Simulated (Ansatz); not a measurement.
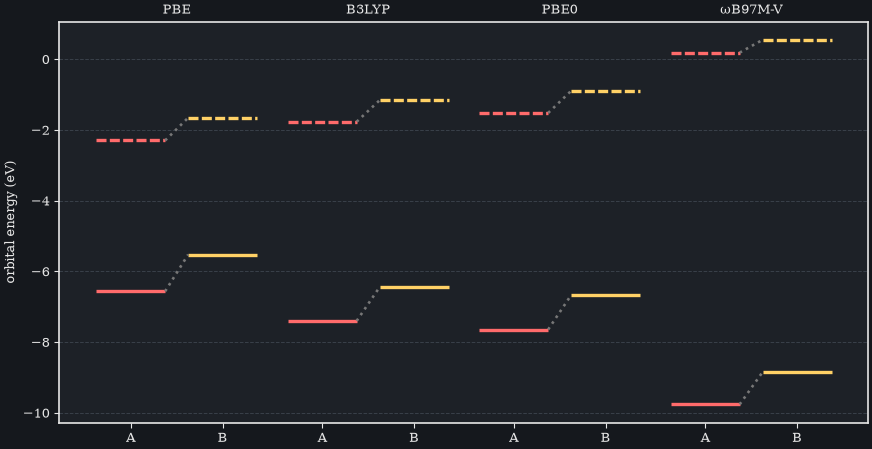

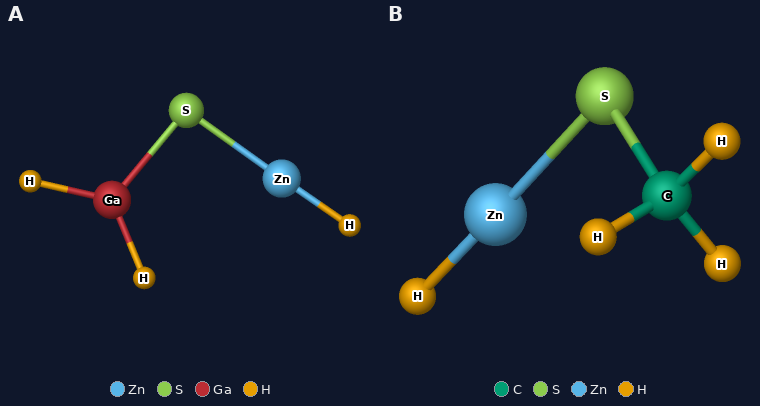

One change: A, ZnGaH₃S (SMILES [ZnH][S][GaH2]), becomes B, CH₄SZn (SMILES C[S][ZnH]). GaH₂ on S is replaced by CH₃. HOMO (solid) and LUMO (dashed) computed in def2-TZVPP at PBE0-D4/def2-TZVP geometries, both minima by their frequencies, gas phase, the Ansatz code 0.2.0. Empty levels above zero depend strongly on the basis.

> What does the change do to HOMO and LUMO?

PBE: the HOMO rises by 1.04 eV, the LUMO rises by 0.64 eV, and the separation goes from 4.27 to 3.87 eV. B3LYP: the HOMO rises by 0.96 eV, the LUMO rises by 0.61 eV, and the separation goes from 5.63 to 5.28 eV. PBE0: the HOMO rises by 0.97 eV, the LUMO rises by 0.63 eV, and the separation goes from 6.13 to 5.78 eV. ωB97M-V: the HOMO rises by 0.92 eV, the LUMO rises by 0.36 eV, and the separation goes from 9.95 to 9.39 eV.

> Do the functionals agree on the effect?

They agree on the direction for both levels; the HOMO shift lies between 0.92 and 1.04 eV and the LUMO shift between 0.36 and 0.64 eV, while the separations themselves differ by up to 5.7 eV between functionals.
